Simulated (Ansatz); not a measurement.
## Geometry relaxation, with input and output: MgH$_{16}$Cl$_{2}$O$_{8}$ (part 3 of 3)

Continued. System: MgH$_{16}$Cl$_{2}$O$_{8}$ (disordered cell, 27 atoms in the cell). Method: DFT PBE-D3(BJ), scalar-relativistic, plane waves, PAW, no spin polarisation (Ansatz 0.2.0); cutoff 420 eV, 1×1×1 k-mesh, Fermi–Dirac smearing of 0.05 eV. The run did not end well. It belongs to a series of runs on one base structure; here: start relaxed.

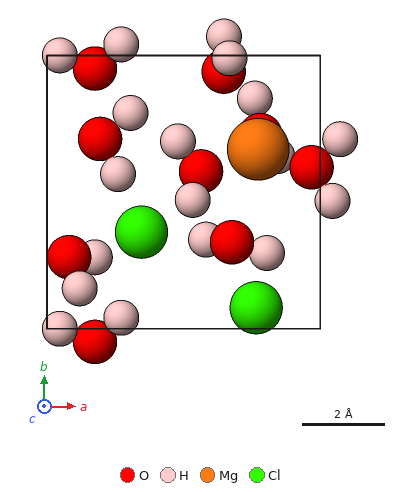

Figure 1. The geometry at step 12 of the log (spheres-only view of the cell of the calculation, along the c axis).

Trajectory as extended XYZ, continued
```
27
Lattice="6.7387 0.0000 0.0000 0.0000 6.7387 0.0000 0.0000 0.0000 6.7387" Properties=species:S:1:pos:R:3:forces:R:3 step=8 energy=-8883.36729
O     0.8644   -0.5278    4.7350    0.2270   0.4535  -0.3495
H     0.2395    0.2335    4.8994    0.1416  -0.7203   0.1057
H     1.7268   -0.1043    4.5923    0.0025   0.2031   0.1863
O     4.0730   -0.1856    2.5030    0.2239   0.3069  -0.1661
H     4.0993    0.1602    3.4547    0.4249  -0.3252  -0.1086
H     4.0774    0.6970    1.9705   -0.0166  -0.4545   0.1014
O     4.1867    2.2122    1.2780    0.2076  -0.1942  -0.1589
H     5.1569    2.1606    1.2168    0.1450  -0.2808  -0.2469
H     3.8574    2.1136    0.3154   -0.0822   0.2467   0.2398
O     4.3359    3.9125    3.5891   -1.4348  -0.0672   0.8310
H     4.0073    3.1165    4.1708    0.3713   0.6100  -0.5810
H     3.6635    4.5802    3.8552    0.0150  -0.3701   0.0349
O    -0.0315    3.6683    4.6417    1.1155  -0.1447  -1.3296
H     0.6200    4.4103    4.4650   -0.7601  -0.3909   0.5732
H     0.4325    2.8896    4.2010   -0.7305   0.9011   1.0243
O     4.8572    4.7813    6.7420    0.2044   0.1546   0.1656
H     5.4040    4.3782    6.0061    0.0587  -0.0776   0.4820
H     4.5196    5.6337    6.3039    0.6446  -0.0188   0.1632
O     0.7657    1.7764    2.1107   -0.0824   0.1015  -0.1300
H     1.4915    1.9913    1.4937   -0.2183  -0.0696  -0.3367
H     0.7560    0.8068    2.0988    0.0006  -0.0365   0.1986
O     1.7766    4.6351    2.4277    0.2060   0.1082  -0.5000
H     2.4038    5.2364    1.9704   -0.4347  -0.0365   0.2114
H     2.1595    3.7537    2.2639   -0.1558   0.0692   0.0537
Mg    5.1335    4.7789    2.0316   -0.2029   0.0140  -0.2337
Cl    5.0181    0.6260    5.3411   -0.0072  -0.2403  -0.3053
Cl    2.4756    2.3364    5.5390    0.1368   0.2584   0.0753
27
Lattice="6.7387 0.0000 0.0000 0.0000 6.7387 0.0000 0.0000 0.0000 6.7387" Properties=species:S:1:pos:R:3:forces:R:3 step=9 energy=-8884.30709
O     0.9446   -0.5197    4.6251    0.5144   1.2677   0.0489
H     0.2375    0.1368    4.9364    0.5206  -0.9152  -0.2632
H     1.7824    0.0097    4.6623   -0.7005  -0.2917   0.1190
O     4.1282   -0.2234    2.4749    0.1036   0.1310   0.1140
H     4.2378    0.1025    3.4316    0.2431  -0.2266  -0.1072
H     4.1128    0.6488    1.9538    0.0270  -0.0847  -0.0558
O     4.2742    2.1710    1.2783    0.3393  -0.0469  -0.5560
H     5.2343    2.0467    1.1049   -0.2885  -0.1084  -0.1604
H     3.8220    2.1826    0.3509    0.2657   0.0770   0.5501
O     4.1837    3.9290    3.6061   -0.9951   0.0235   0.4992
H     3.9341    3.1328    4.2073    0.2828   0.5646  -0.5561
H     3.5003    4.5678    3.8981   -0.0045  -0.2409  -0.0049
O    -0.1235    3.7349    4.5565    1.9302  -0.7141  -0.7954
H     0.6055    4.4329    4.5186   -1.0075  -0.2971   0.2726
H     0.4411    2.9098    4.3264   -1.2514   1.3876   0.7476
O     4.9375    4.7919    6.8174    0.2786   0.2902  -0.3698
H     5.4747    4.3216    6.1159   -0.0019  -0.0345   0.2701
H     4.7120    5.6707    6.3430    0.4282  -0.1598   0.0957
O     0.7220    1.7925    2.0505    0.2302  -0.4538  -0.4644
H     1.3842    1.9518    1.3331   -0.5148  -0.1750   0.0942
H     0.7631    0.8198    2.1977    0.0432   0.6058   0.1216
O     1.6930    4.6397    2.3346    0.1250   0.0599  -0.3847
H     2.3425    5.2691    1.9643   -0.3043  -0.0107   0.1107
H     2.1355    3.7758    2.2477   -0.2139   0.0305  -0.0005
Mg    5.0791    4.7724    2.0376    0.0357  -0.5706   0.5131
Cl    5.0340    0.5706    5.2587   -0.0609  -0.1237  -0.0835
Cl    2.4775    2.4329    5.5851   -0.0237   0.0157   0.2451
27
Lattice="6.7387 0.0000 0.0000 0.0000 6.7387 0.0000 0.0000 0.0000 6.7387" Properties=species:S:1:pos:R:3:forces:R:3 step=10 energy=-8885.02771
O     1.0182   -0.4681    4.5186    0.6464   1.5059   0.5241
H     0.2491    0.0562    4.9285    0.5588  -0.7269  -0.4872
H     1.8062    0.1101    4.7588   -0.9387  -0.6327  -0.1890
O     4.1875   -0.2611    2.4839    0.0465   0.1401  -0.0725
H     4.3216    0.0695    3.4336    0.1708  -0.1824  -0.0795
H     4.1799    0.6059    1.9487    0.0749  -0.2547   0.0879
O     4.3740    2.1458    1.2750    0.2981   0.1050  -0.5450
H     5.3054    1.9676    1.0057   -0.2920  -0.0524  -0.0074
H     3.8391    2.2110    0.3975    0.3474  -0.0301   0.5633
O     4.0502    3.9311    3.6196   -0.7453   0.0298   0.2872
H     3.8304    3.1651    4.2410    0.2114   0.1910  -0.2992
H     3.3762    4.5776    3.8951   -0.1224   0.0054   0.0721
O    -0.1621    3.8135    4.5118    1.2182  -0.6296  -0.2635
H     0.5675    4.4941    4.5335   -0.5850   0.1153   0.0731
H     0.4037    2.9831    4.4391   -0.9068   0.8659   0.2881
O     5.0471    4.7897    6.8470    0.2157   0.2093  -0.0446
H     5.5480    4.2783    6.1507   -0.0032   0.0632   0.1979
H     4.8764    5.6791    6.3720    0.2758  -0.2374   0.1126
O     0.6314    1.7961    1.9228    0.4713  -1.7910   0.4391
H     1.2806    1.8777    1.1852   -0.2907  -0.0796  -0.0200
H     0.8194    0.8719    2.3230   -0.3720   1.8473  -0.5949
O     1.5787    4.6472    2.1942    0.8460   0.0139  -0.3698
H     2.2935    5.2909    1.9668   -0.7115  -0.2576   0.1616
H     2.0635    3.7917    2.2139   -0.5391   0.2954  -0.0723
Mg    5.0908    4.6766    2.1058    0.2465  -0.4847   0.0866
Cl    5.0520    0.5377    5.2429    0.0294   0.0049   0.0011
Cl    2.4415    2.4326    5.7021   -0.1500  -0.0336   0.1498
27
Lattice="6.7387 0.0000 0.0000 0.0000 6.7387 0.0000 0.0000 0.0000 6.7387" Properties=species:S:1:pos:R:3:forces:R:3 step=11 energy=-8885.69191
O     1.1084   -0.3841    4.4393    0.4648   0.8632   0.4784
H     0.2852    0.0167    4.8559    0.2955  -0.3237  -0.3601
H     1.8214    0.1946    4.8319   -0.5480  -0.4109  -0.2885
O     4.2623   -0.3277    2.4887    0.0934   0.2983  -0.1435
H     4.4106   -0.0003    3.4337    0.1036  -0.1271  -0.0895
H     4.2713    0.5427    1.9539    0.0530  -0.4916   0.2613
O     4.4798    2.1262    1.2922    0.1217   0.2377  -0.4267
H     5.3684    1.8904    0.9415   -0.1412   0.0122   0.0712
H     3.8811    2.2210    0.4707    0.2893  -0.0918   0.4378
O     3.9110    3.9041    3.6155   -0.6124   0.2349   0.2288
H     3.7117    3.1846    4.2860    0.1514   0.0404  -0.2598
H     3.2940    4.6049    3.9038    0.0250  -0.1029  -0.0332
O    -0.1827    3.9121    4.4671    0.3025  -0.2949  -0.0300
H     0.5346    4.5903    4.5214   -0.1621   0.2769  -0.0570
H     0.3436    3.0787    4.5352   -0.3480   0.2876   0.0254
O     5.1592    4.7831    6.8988    0.1356   0.0892  -0.0004
H     5.6256    4.2631    6.1904   -0.0216   0.1207   0.1305
H     5.0180    5.6808    6.4442    0.1653  -0.1900   0.0474
O     0.5955    1.7986    1.8656    0.4139  -1.1535   0.1443
H     1.1756    1.7641    1.0628   -0.2228   0.0666   0.1809
H     0.7976    0.9505    2.3654   -0.2665   1.0967  -0.4559
O     1.4554    4.6676    2.0641    0.8573   0.2407  -0.2429
H     2.2018    5.3112    1.9634   -0.8379  -0.3354   0.0877
H     1.9214    3.8067    2.0960   -0.4692   0.1287  -0.0821
Mg    5.1346    4.5558    2.1477    0.2510  -0.4941   0.2384
Cl    5.1109    0.5212    5.2581    0.0083   0.0711   0.0299
Cl    2.3739    2.4138    5.8234   -0.1010  -0.0487   0.1068
27
Lattice="6.7387 0.0000 0.0000 0.0000 6.7387 0.0000 0.0000 0.0000 6.7387" Properties=species:S:1:pos:R:3:forces:R:3 step=12 energy=-8886.14674
O     1.1838   -0.3205    4.3784    0.1792   0.4728   0.2554
H     0.3171    0.0034    4.7651    0.2133  -0.1091  -0.2230
H     1.8310    0.2745    4.8398   -0.2908  -0.2589  -0.1850
O     4.3572   -0.3965    2.5081    0.0730   0.3520  -0.1122
H     4.4988   -0.0669    3.4492    0.0797  -0.0736  -0.0476
H     4.3639    0.4702    1.9776    0.0892  -0.6021   0.3114
O     4.5617    2.1357    1.3249    0.0199   0.2381  -0.3069
H     5.4234    1.8705    0.9301   -0.0688  -0.0144   0.1244
H     3.9204    2.2014    0.5435    0.2496   0.0194   0.3246
O     3.7981    3.8817    3.6032   -0.5633   0.3007   0.2113
H     3.5929    3.1790    4.2833    0.1399   0.0102  -0.1723
H     3.2292    4.6219    3.9030    0.1612  -0.1955  -0.1027
O    -0.2140    3.9838    4.4343    0.0129  -0.1229  -0.2054
H     0.4892    4.6763    4.4745   -0.0056   0.1852  -0.0398
H     0.3001    3.1547    4.5496   -0.1362   0.1002   0.0098
O     5.2602    4.7765    6.9686    0.0502   0.0322  -0.0937
H     5.6808    4.2576    6.2352   -0.0710   0.1558   0.2153
H     5.1246    5.6782    6.5312    0.1263  -0.1921   0.0783
O     0.5478    1.7690    1.8022    0.4597  -0.2995  -0.2583
H     1.1805    1.7649    1.0317   -0.3421   0.0481   0.2219
H     0.8068    0.9989    2.3552   -0.1443   0.2951  -0.0479
O     1.3094    4.6824    1.9532    0.5150   0.3156  -0.0868
H     2.0596    5.3236    1.9467   -0.7330  -0.3334   0.0292
H     1.7520    3.8162    1.9992   -0.2358  -0.0191  -0.0837
Mg    5.2078    4.4276    2.2212    0.2359  -0.3345   0.1443
Cl    5.1580    0.5219    5.2909    0.0536   0.0474   0.0013
Cl    2.3296    2.3850    5.9168   -0.0679  -0.0176   0.0372
27
Lattice="6.7387 0.0000 0.0000 0.0000 6.7387 0.0000 0.0000 0.0000 6.7387" Properties=species:S:1:pos:R:3:forces:R:3 step=13 energy=-8886.46841
O     1.2336   -0.2699    4.3170    0.0538   0.1782   0.1071
H     0.3464    0.0171    4.6782    0.1229   0.0149  -0.1020
H     1.8456    0.2989    4.8467   -0.1555  -0.1135  -0.1600
O     4.4447   -0.4612    2.5435    0.1254   0.3333  -0.1001
H     4.5853   -0.1255    3.4780    0.0616  -0.0361   0.0348
H     4.4522    0.3945    2.0164    0.0323  -0.5742   0.2637
O     4.6273    2.1773    1.3731    0.1158   0.2062  -0.2003
H     5.4714    1.8574    0.9778   -0.0345   0.0604   0.1494
H     3.9849    2.2415    0.6038    0.0834   0.0199   0.2216
O     3.7098    3.8664    3.5790   -0.3778   0.3753   0.2064
H     3.5298    3.1825    4.2789    0.0514  -0.0194  -0.1296
H     3.2073    4.6434    3.9101    0.2159  -0.3042  -0.1833
O    -0.2404    4.0317    4.3348   -0.1100  -0.1012  -0.0693
H     0.4490    4.7367    4.4109    0.0327   0.0419  -0.1085
H     0.2506    3.2076    4.5450   -0.0492   0.0988  -0.0750
O     5.3136    4.7642    7.0192    0.0057   0.0305  -0.2557
H     5.7030    4.2562    6.2667   -0.1161   0.1216   0.3022
H     5.2030    5.6739    6.6051    0.0647  -0.1475   0.0775
O     0.5605    1.8004    1.7841    0.2741  -0.0627  -0.6139
H     1.1384    1.7230    0.9695   -0.2721   0.1706   0.3660
H     0.7967    1.0461    2.3495    0.0291  -0.0838   0.2312
O     1.1575    4.6523    1.9008    0.2782   0.3908  -0.0721
H     1.8644    5.3325    1.9461   -0.5665  -0.3330   0.0391
H     1.6343    3.8054    1.9111   -0.1347  -0.1045  -0.0551
Mg    5.2854    4.3139    2.2779    0.2228  -0.2080   0.1182
Cl    5.2110    0.5334    5.3210    0.0859   0.0458   0.0177
Cl    2.3048    2.3712    5.9724   -0.0389   0.0006  -0.0099
27
Lattice="6.7387 0.0000 0.0000 0.0000 6.7387 0.0000 0.0000 0.0000 6.7387" Properties=species:S:1:pos:R:3:forces:R:3 step=14 energy=-8886.71011
O     1.2523   -0.2418    4.2449    0.1127   0.0981  -0.0715
H     0.3694    0.0448    4.6129   -0.0212   0.0478   0.0029
H     1.8647    0.3143    4.7847   -0.0897  -0.0934  -0.1023
O     4.5499   -0.5185    2.6042    0.0769   0.2218   0.0077
H     4.6876   -0.1626    3.5287    0.0701  -0.0233   0.1026
H     4.5214    0.3152    2.0689    0.0798  -0.3756   0.1069
O     4.6845    2.2436    1.4268    0.1186   0.0402  -0.1788
H     5.5044    1.8746    1.0176   -0.0758   0.0469   0.1785
H     4.0178    2.2911    0.6852    0.0591   0.0840   0.1432
O     3.6626    3.8615    3.5508   -0.2812   0.2653   0.1203
H     3.4823    3.1771    4.2450    0.0012  -0.0026  -0.0344
H     3.1956    4.6528    3.8941    0.2378  -0.2697  -0.1419
O    -0.2787    4.0482    4.2556    0.1520  -0.1566   0.0452
H     0.4113    4.7577    4.3158   -0.0454  -0.0723  -0.0151
H     0.2088    3.2267    4.4953   -0.1016   0.1853  -0.0326
O     5.3170    4.7536    7.0635   -0.1078   0.1776  -0.3548
H     5.6840    4.2481    6.3066   -0.0933   0.0150   0.2534
H     5.2595    5.6726    6.6683    0.0234  -0.1544   0.1078
O     0.5374    1.7760    1.7461    0.5858  -0.1878  -0.3127
H     1.1797    1.7492    0.9726   -0.3968   0.0859   0.2866
H     0.8476    1.0929    2.3744   -0.0930   0.0783   0.0352
O     1.0007    4.6278    1.8124    0.4165   0.4765   0.1294
H     1.6804    5.3152    2.0088   -0.6752  -0.5027  -0.0421
H     1.4822    3.7824    1.8419   -0.0424  -0.0390  -0.0666
Mg    5.3791    4.2275    2.3334    0.0113   0.0198  -0.1454
Cl    5.2806    0.5632    5.3639    0.0820   0.0471  -0.0002
Cl    2.2877    2.3774    5.9945   -0.0046  -0.0125  -0.0211
27
Lattice="6.7387 0.0000 0.0000 0.0000 6.7387 0.0000 0.0000 0.0000 6.7387" Properties=species:S:1:pos:R:3:forces:R:3 step=15 energy=-8886.86293
O     1.2565   -0.2128    4.1638    0.1327  -0.0699  -0.1383
H     0.3870    0.0628    4.5697   -0.1064   0.0925   0.0135
H     1.8845    0.2976    4.7250   -0.0001   0.0180  -0.0701
O     4.6214   -0.5437    2.6611    0.1181   0.0946   0.0642
H     4.7813   -0.1778    3.5783    0.0469   0.0015   0.1155
H     4.5922    0.2727    2.1146    0.0258  -0.1952   0.0044
O     4.7207    2.2825    1.4642    0.1319  -0.0136  -0.1583
H     5.5344    1.8819    1.0736   -0.0179   0.0399   0.1403
H     4.0597    2.3285    0.7221    0.0005   0.0415   0.0898
O     3.6268    3.8592    3.5225   -0.1645   0.1933   0.0931
H     3.4518    3.1723    4.2142   -0.0320  -0.0100  -0.0154
H     3.2174    4.6638    3.8993    0.1705  -0.2014  -0.1144
O    -0.2903    4.0505    4.2282    0.1815  -0.0627   0.2022
H     0.4010    4.7599    4.2795   -0.1186  -0.1440   0.0076
H     0.1887    3.2353    4.4983   -0.0735   0.1155  -0.0234
O     5.2429    4.7596    7.0533   -0.1047   0.3605  -0.2760
H     5.6228    4.2448    6.3152   -0.0597  -0.0771   0.0928
H     5.2770    5.6872    6.6737   -0.0537  -0.2178   0.1206
O     0.5735    1.7688    1.7508    0.4232  -0.1858  -0.3300
H     1.1719    1.7183    0.9470   -0.2611   0.0865   0.2751
H     0.9076    1.1024    2.3843   -0.0729   0.0455   0.0590
O     0.8908    4.6096    1.7883    0.4839   0.5577   0.1854
H     1.5198    5.3007    2.1131   -0.6747  -0.6011  -0.1472
H     1.4009    3.7778    1.7728   -0.0712   0.0145  -0.0287
Mg    5.3894    4.2058    2.3270   -0.0080   0.0913  -0.1432
Cl    5.3496    0.6055    5.3864    0.0809   0.0140   0.0100
Cl    2.2910    2.3576    5.9905    0.0225   0.0120  -0.0285
```

Outcome

- outcome: not converged
- wall time: 21 s
- peak memory: 0.45 GiB

Diagnosis

The run did not converge: “geometry relaxation did not converge after 15 steps: max|allowed force component| = 6.75e-1 eV/Å (threshold 3.0e-1). Raise `relax.max_steps` over both its present limit and 15, loosen `relax.f_tol`, or start from a geometry closer to equilibrium …” Its last values are not results. The input asks for low accuracy.
